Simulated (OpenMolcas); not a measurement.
**One shape, several levels: CH3Al (SMILES C[Al])**

Aim: a comparison of 6 runs (HF/STO-3G, HF/cc-pVTZ, B3LYP/6-31G*, M06-2X/cc-pVTZ, PBE0/cc-pVTZ, r2SCAN/cc-pVTZ) of CH3Al. 

The results are computed with OpenMolcas 26.06.

1 further run of the same task is left out (set aside as unsound or not needed).

### 1 The molecule

CH3Al has 5 atoms, charge 0, and is taken as a singlet. SMILES: `C[Al]`. The coordinates come from a PBE0-D4/def2-TZVP relaxation.

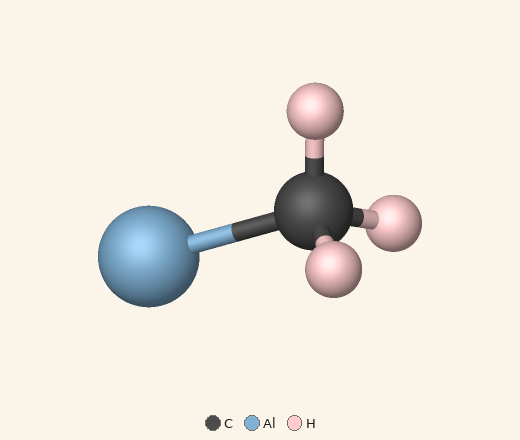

Viewed from a chosen angle; carbon dark grey, aluminium light blue, hydrogen pink.

### 2 Energy and gradient at HF/STO-3G (run 1)

mol.inp reads:

```
>>> EXPORT MOLCAS_PRINT=2

&GATEWAY
 BasLib=$CurrDir
 Coord
 5
 bohr
 C     -0.24796986    -0.10867815     0.10204521
 Al     2.97195338     1.30247483    -1.22308744
 H     -0.43603541    -2.13059062    -0.32459826
 H     -0.38758283     0.09427844     2.16235691
 H     -1.90036528     0.84251550    -0.71671643
 Basis=STO-3G
 Group=NoSym

&SEWARD

&SCF
 Thresholds=1e-10 1e-07 1e-07 1e-05
 PrOrbitals=1 2

&ALASKA
```

The basis set STO-3G is read from a file made from the Basis Set Exchange's data (not shown).

Run with:

```console
export MOLCAS_MEM=1860
pymolcas mol.inp > mol.log
```

Standard output:

```text
--- Start Module: gateway ---
[...]
--- Stop Module: gateway /rc=_RC_ALL_IS_WELL_ ---
[...]
      Basis functions           17
[...]
--- Start Module: scf ---
[...]
       Convergence after   9 Iterations
[...]
::    Total SCF energy                               -278.1111207574
[...]
      Total spin, S                                     0.0000000000
[...]
      Total electronic charge=   22.000000
      Total            charge=   -0.000000
[...]
      Dipole Moment (debye):
      Origin of the operator (angstrom)=    0.9381    0.4111   -0.3861
                   X=  1.3716E+00               Y=  6.0110E-01               Z= -5.6446E-01           Total=  1.6004E+00
      Quadrupole Moment (debye*angstrom):
[...]
--- Stop Module: scf /rc=_RC_ALL_IS_WELL_ ---
--- Start Module: alaska ---
[...]
 *              Molecular gradients               *
 **************************************************
  Irreducible representation: a
 ------------------------------------------------------------------------------------------
                              X                       Y                       Z
 ------------------------------------------------------------------------------------------
  C1               -1.30027153820444E-03   -5.72190460518041E-04    5.31948446651720E-04
  AL2               4.86659044486970E-03    2.13308903503240E-03   -2.00270450824380E-03
  H3                1.65390860697501E-03   -1.09550094254707E-02   -3.71531001715841E-03
  H4                1.94594260782588E-03    2.44325157433067E-03    1.12649355758565E-02
  H5               -7.16617012146692E-03    6.95085927662786E-03   -6.07886949711012E-03
 ------------------------------------------------------------------------------------------
--- Stop Module: alaska /rc=_RC_ALL_IS_WELL_ ---
[...]
```

Run time: 2.3 s. Hardware: 1 thread of AMD EPYC 7R43 (Zen 3), shared host; peak memory 0.36 GiB.

### 3 Energy and forces at HF/cc-pVTZ (run 2)

run.input reads:

```
* CH3Al Hartree-Fock

&GATEWAY
 BASLIB=$CurrDir
 BASISSET
 C.cc-pVTZ....
 C1 -0.131220 -0.057510 0.054000 angstrom
 End of Basis
 BASISSET
 Al.cc-pVTZ....
 Al2 1.572690 0.689240 -0.647230 angstrom
 End of Basis
 BASISSET
 H.cc-pVTZ....
 H3 -0.230740 -1.127460 -0.171770 angstrom
 H4 -0.205100 0.049890 1.144270 angstrom
 H5 -1.005630 0.445840 -0.379270 angstrom
 End of Basis

&SEWARD

&SCF
 THRESHOLDS=1e-10 1e-07 1e-07 1e-05
 PRORBITALS=1 1

&ALASKA
```

The basis set cc-pVTZ is read from a file made from the Basis Set Exchange's data (not shown).

Run with:

```console
export MOLCAS_MEM=1860
pymolcas run.input > run.log
```

Standard output:

```text
--- Start Module: gateway ---
[...]
--- Stop Module: gateway /rc=_RC_ALL_IS_WELL_ ---
[...]
      Basis functions          106
[...]
--- Start Module: scf ---
[...]
       Convergence after  11 Iterations
[...]
::    Total SCF energy                               -281.5253531294
[...]
      Total spin, S                                     0.0000000000
[...]
      Total electronic charge=   22.000000
      Total            charge=   -0.000000
[...]
      Dipole Moment (debye):
      Origin of the operator (angstrom)=    0.9381    0.4111   -0.3861
                   X= -7.5700E-01               Y= -3.3177E-01               Z=  3.1154E-01           Total=  8.8328E-01
      Quadrupole Moment (debye*angstrom):
[...]
--- Stop Module: scf /rc=_RC_ALL_IS_WELL_ ---
[...]
--- Start Module: alaska ---
[...]
 *              Molecular gradients               *
 **************************************************
  Irreducible representation: a
 ------------------------------------------------------------------------------------------
                              X                       Y                       Z
 ------------------------------------------------------------------------------------------
  C1                6.94750592648452E-03    3.04325177881859E-03   -2.86138654744361E-03
  AL2              -2.62282600610408E-03   -1.14933880508516E-03    1.07941860089333E-03
  H3               -2.93380662175435E-04   -4.84526957132081E-03   -1.10451028032332E-03
  H4               -1.75494372296914E-04    5.65239556722164E-04    4.94615691995737E-03
  H5               -3.85580488586834E-03    2.38611704083691E-03   -2.05967869309032E-03
 ------------------------------------------------------------------------------------------
--- Stop Module: alaska /rc=_RC_ALL_IS_WELL_ ---
[...]
```

It took 28 s on 1 thread of AMD EPYC 7R43 (Zen 3), shared host; peak memory 0.61 GiB.

### 4 Energy and forces at B3LYP/6-31G(d) (Cartesian functions) (run 3)

test.input reads:

```
&GATEWAY
BasLib
$CurrDir
Coord
5
angstrom
C       -0.131220      -0.057510       0.054000
Al       1.572690       0.689240      -0.647230
H       -0.230740      -1.127460      -0.171770
H       -0.205100       0.049890       1.144270
H       -1.005630       0.445840      -0.379270
Basis
6-31Gs
Group
NoSym
&SEWARD
GridInput
Grid=UltraFine
End of Grid
&SCF
KSDFT
B3LYP
Thresholds
1e-10 1e-07 1e-07 1e-05
PrOrbitals
1 1
&ALASKA
```

The basis set 6-31G* is read from a file made from the Basis Set Exchange's data (not shown).

Run with:

```console
export MOLCAS_MEM=1860
pymolcas test.input > test.log
```

Standard output:

```text
--- Start Module: gateway ---
[...]
--- Stop Module: gateway /rc=_RC_ALL_IS_WELL_ ---
[...]
      Basis functions           40
[...]
--- Start Module: scf ---
[...]
       Convergence after  10 Iterations
[...]
::    Total KS-DFT energy                            -282.3139348700
[...]
      Total spin, S                                     0.0000000000
[...]
      Total electronic charge=   22.000000
      Total            charge=   -0.000000
[...]
      Dipole Moment (debye):
      Origin of the operator (angstrom)=    0.9381    0.4111   -0.3861
                   X= -8.1033E-01               Y= -3.5514E-01               Z=  3.3348E-01           Total=  9.4551E-01
      Quadrupole Moment (debye*angstrom):
[...]
--- Stop Module: scf /rc=_RC_ALL_IS_WELL_ ---
[...]
--- Start Module: alaska ---
[...]
 *              Molecular gradients               *
 **************************************************
  Irreducible representation: a
 ------------------------------------------------------------------------------------------
                              X                       Y                       Z
 ------------------------------------------------------------------------------------------
  C1                3.20231113630776E-05    1.21665728556319E-05   -1.41878774158055E-05
  AL2              -3.75318297589278E-03   -1.64476439583039E-03    1.54457601225477E-03
  H3                8.08016668167266E-04    2.13196445208919E-03    1.29068727901804E-04
  H4                7.63686984393108E-04    9.22404717107472E-05   -2.14708464122015E-03
  H5                2.14945621195239E-03   -5.91607100822511E-04    4.87627778476662E-04
 ------------------------------------------------------------------------------------------
--- Stop Module: alaska /rc=_RC_ALL_IS_WELL_ ---
[...]
```

It took 8.7 s on 1 thread of AMD EPYC 7R43 (Zen 3), shared host; peak memory 0.38 GiB.

Runs 4 to 5 aren't shown in full; the table further down has their settings and results.

### 5 Energy and gradient at r2SCAN/cc-pVTZ (run 6)

mol.input reads:

```
&GATEWAY
  BasLib=$CurrDir
  Coord
  5
  angstrom
  C       -0.131220      -0.057510       0.054000
  Al       1.572690       0.689240      -0.647230
  H       -0.230740      -1.127460      -0.171770
  H       -0.205100       0.049890       1.144270
  H       -1.005630       0.445840      -0.379270
  Basis=cc-pVTZ
  Group=NoSym

&SEWARD
  GridInput
  Grid=UltraFine
  End of Grid

&SCF
  KSDFT=2
  1.0 MGGA_X_R2SCAN
  1.0 MGGA_C_R2SCAN
  Thresholds=1e-10 1e-07 1e-07 1e-05
  PrOrbitals=1 1

&ALASKA
```

The basis set cc-pVTZ is read from a file made from the Basis Set Exchange's data (not shown).

Run with:

```console
export MOLCAS_MEM=1860
pymolcas mol.input > mol.log
```

Standard output:

```text
--- Start Module: gateway ---
[...]
--- Stop Module: gateway /rc=_RC_ALL_IS_WELL_ ---
[...]
      Basis functions          106
[...]
--- Start Module: scf ---
[...]
       Convergence after  11 Iterations
[...]
::    Total KS-DFT energy                            -282.2686132435
[...]
      Total spin, S                                     0.0000000000
[...]
      Total electronic charge=   22.000000
      Total            charge=   -0.000000
[...]
      Dipole Moment (debye):
      Origin of the operator (angstrom)=    0.9381    0.4111   -0.3861
                   X= -7.6440E-01               Y= -3.3501E-01               Z=  3.1457E-01           Total=  8.9190E-01
      Quadrupole Moment (debye*angstrom):
[...]
--- Stop Module: scf /rc=_RC_ALL_IS_WELL_ ---
[...]
--- Start Module: alaska ---
[...]
 *              Molecular gradients               *
 **************************************************
  Irreducible representation: a
 ------------------------------------------------------------------------------------------
                              X                       Y                       Z
 ------------------------------------------------------------------------------------------
  C1               -3.58959869133813E-04   -1.53671102335107E-04    1.47912317236099E-04
  AL2              -4.30405551200330E-04   -1.88543886672665E-04    1.76894176305620E-04
  H3                4.09130545179326E-04   -4.22735703533128E-04   -3.22828457677282E-04
  H4                4.22886081219653E-04    2.66555233301075E-04    4.42640800008665E-04
  H5               -4.26512060882622E-05    4.98395459245904E-04   -4.44618835847677E-04
 ------------------------------------------------------------------------------------------
--- Stop Module: alaska /rc=_RC_ALL_IS_WELL_ ---
[...]
```

Run time: 65 s. Hardware: 1 thread of AMD EPYC 7R43 (Zen 3), shared host; peak memory 0.61 GiB.

### 6 Overview of the runs

```tsv
run	level	Cartesian functions	integration grid	energy (Eh)	dipole moment (D)	HOMO energy (eV)	LUMO energy (eV)	wall time
1	HF/STO-3G	no	–	-278.111121	1.60	-3.92	9.91	2.3 s
2	HF/cc-pVTZ	no	–	-281.525353	0.88	-7.58	1.22	28 s
3	B3LYP/6-31G* (Cartesian functions)	yes	UltraFine	-282.313935	0.95	-5.27	-1.44	8.7 s
4	M06-2X/cc-pVTZ	no	UltraFine	-282.289199	0.53	-6.46	-0.62	44 s
5	PBE0/cc-pVTZ	no	UltraFine	-282.160978	0.82	-5.57	-1.36	38 s
6	r2SCAN/cc-pVTZ	no	UltraFine	-282.268613	0.89	-4.81	-1.93	65 s
```

### 7 What came out

```
                       quantity          value
            run 6: total energy  -282.26861 Eh
           run 6: dipole moment         0.89 D
             run 6: HOMO energy       -4.81 eV
             run 6: LUMO energy       -1.93 eV
           run 6: HOMO–LUMO gap        2.88 eV
run 6: largest force on an atom     0.035 eV/Å
```

The dipole moment (its size) runs from 0.53 D (M06-2X/cc-pVTZ) to 1.60 D (HF/STO-3G). The two ends differ in method and basis. The two dipoles point in opposite directions. The HOMO–LUMO gap runs from 2.88 eV (r2SCAN/cc-pVTZ) to 13.83 eV (HF/STO-3G). Totals of different functionals can't be ranked against each other. In run 1 the basis is minimal, so the values are rough. All runs together took 3.1 min, the longest 65 s.
